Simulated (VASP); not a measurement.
Shape and ions are relaxed at each volume.

Energy against volume of ZrB2 (AlB2 type). Method: PBE GGA with D4 dispersion, VASP's PBE PAW potentials (set 64) (plane waves; VASP).

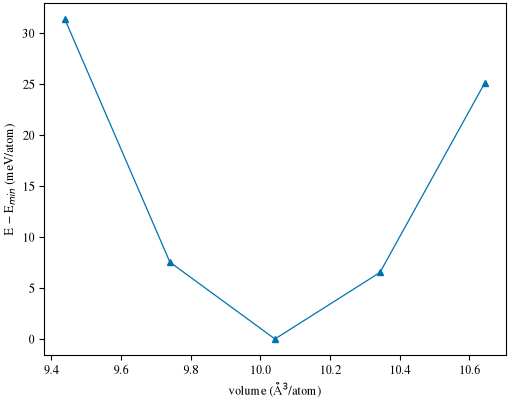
Fig. 1. Energy against volume

Q: Estimate the equilibrium volume and the bulk modulus.

A: The minimum lies near 10.0 Å³/atom, and the curvature gives B0 of about 250 GPa.

The compound is ZrB2 in the AlB2 type structure. It was relaxed first.
